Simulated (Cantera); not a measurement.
A closed system holds: 1 mol PbO, a varied amount of C, 0.59 mol N₂, equilibrated at 2000 K and 1 atm.

These are equilibrium values from Cantera (NASA tables, ideal gas, pure condensed phases), not measurements of a reactor. Candidate condensed phases: C, Pb, PbO, PbO₂, Pb₃O₄; 27 gas species. Gases not in the tables: (PbO)n polymers. Kinetics and transport are ignored.

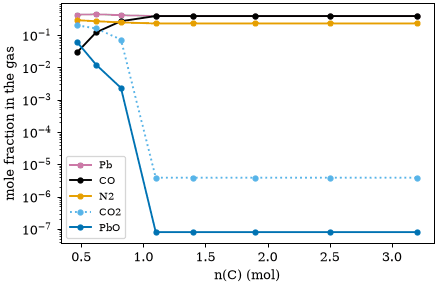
Equilibrium gas composition (values under 1e-9 drawn at 1e-9)

Problem. Read off the mole fractions at 0.47 mol C.

Solution. Pb about 0.43, N₂ about 0.29, CO₂ about 0.20, PbO about 0.059, CO about 0.030.
